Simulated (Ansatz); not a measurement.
**AlF$_{2}$H$_{2}$NSi: density, localisation and related maps**

The calculation's input:

```
crystal:
  periodic: [false, false, false]
  atoms:
    - {symbol: Al, position_ang: [-0.087115, 0.255559, 1.131500]}
    - {symbol: F, position_ang: [0.893094, 1.605800, 1.259580]}
    - {symbol: F, position_ang: [-1.439842, 0.708026, -0.127783]}
    - {symbol: N, position_ang: [0.332648, -0.872926, -0.320998]}
    - {symbol: Si, position_ang: [-0.856379, -0.444687, -1.433492]}
    - {symbol: H, position_ang: [1.073331, -1.553368, -0.465623]}
    - {symbol: H, position_ang: [-0.713869, -0.328424, 2.447235]}
basis:
  gaussian:
    orbitals: def2-TZVPD
total_charge: 0
magnetization:
  spin_polarized: false
  initial_magnetization: 0
hamiltonian:
  xc: {name: PBE0}
output: {forces: true, orbitals: {seedname: orbitals}}
```

Command:

```sh
ansatz run input.yaml --threads 1 --pin off --max-ram 2610MiB --events-out events.jsonl --progress --plain --runs-dir runs
```

Geometry: B3LYP-D3(BJ)/def2-SVP.

These are results of Ansatz, isolated molecule in a Gaussian basis; Kohn-Sham density functional theory, functional PBE0, not measurements.

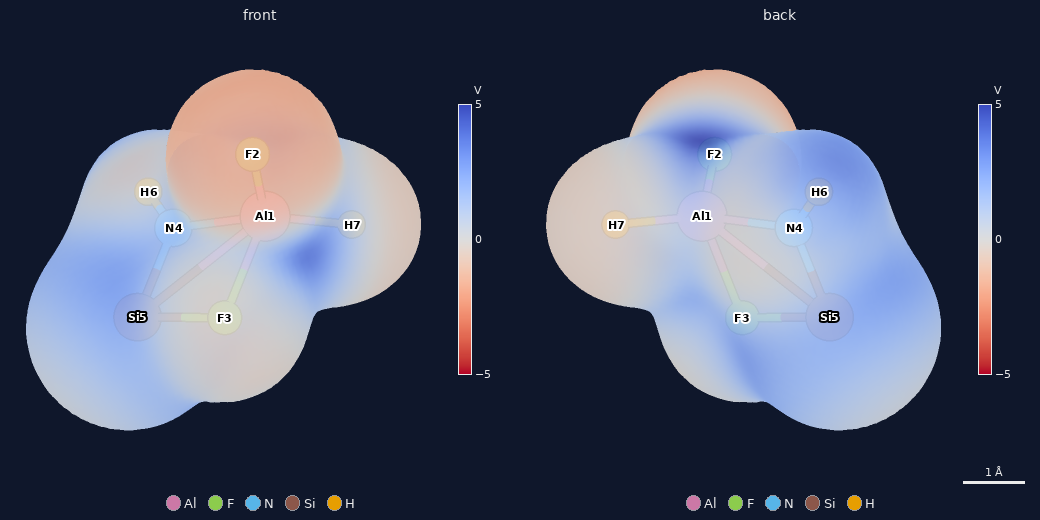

Figure 1. The electrostatic potential painted on the density surface at 0.004 e/bohr³, seen from the front and from behind; red is negative and blue positive.

Where is the surface potential most negative and most positive?

The most negative region (about −1.8 V) lies over F2, the most positive (about +4.2 V) over Al1.

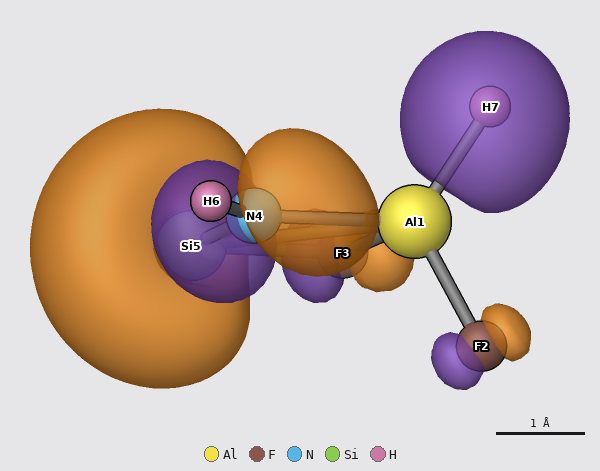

Figure 2. The HOMO at ±0.1 Å⁻³ᐟ² (orange and purple are the two phases), seen from one side.

What is the character of this orbital?

By Hirshfeld shares it lies mainly on Si5 (about 55 %), N4 (about 20 %), H7 (about 10 %) and Al1 (about 10 %). Its energy is −8.11 eV.

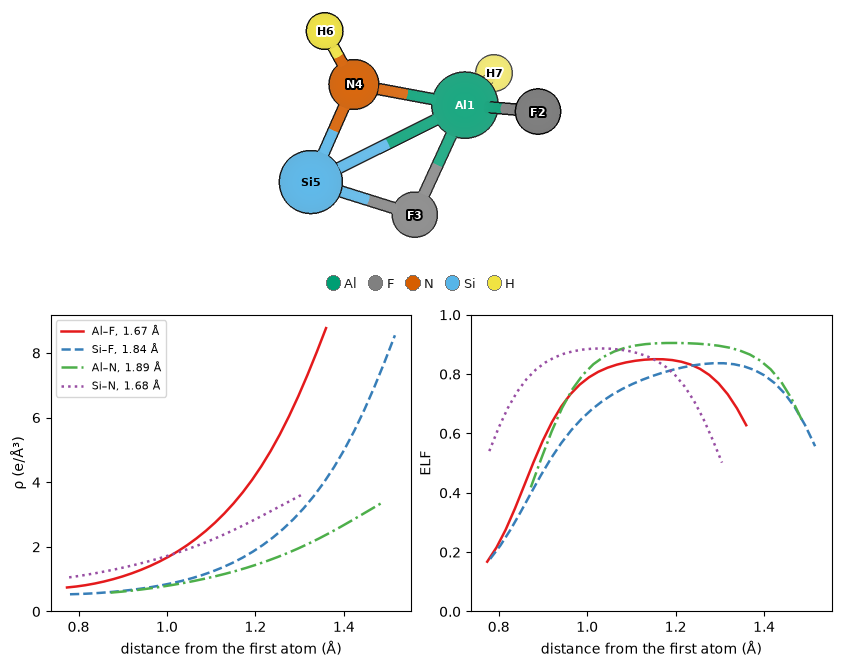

Figure 3. Total electron density and electron localisation function along straight lines between neighbouring atoms. The curves leave out the atomic cores. The structure is drawn too.

Compare the contacts.

Al–F (1.67 Å): ρ at the midpoint is about 0.87 e/Å³; the ELF peaks at about 0.85 in the valence shell of F, 0.5 Å from its nucleus, and is about 0.35 at the midpoint.
Si–F (1.84 Å): ρ is about 0.67 e/Å³ halfway; the ELF peaks at about 0.85 in the valence shell of F, 0.6 Å from its nucleus, and is about 0.50 at the midpoint.
Al–N (1.89 Å): ρ at the midpoint is about 0.68 e/Å³; the ELF peaks at about 0.90 in the valence shell of N, 0.7 Å from its nucleus, and is about 0.70 at the midpoint.
Si–N (1.68 Å): ρ at the midpoint is about 1.2 e/Å³; the ELF peaks at about 0.90 between the atoms (a shared but strongly polarised pair).
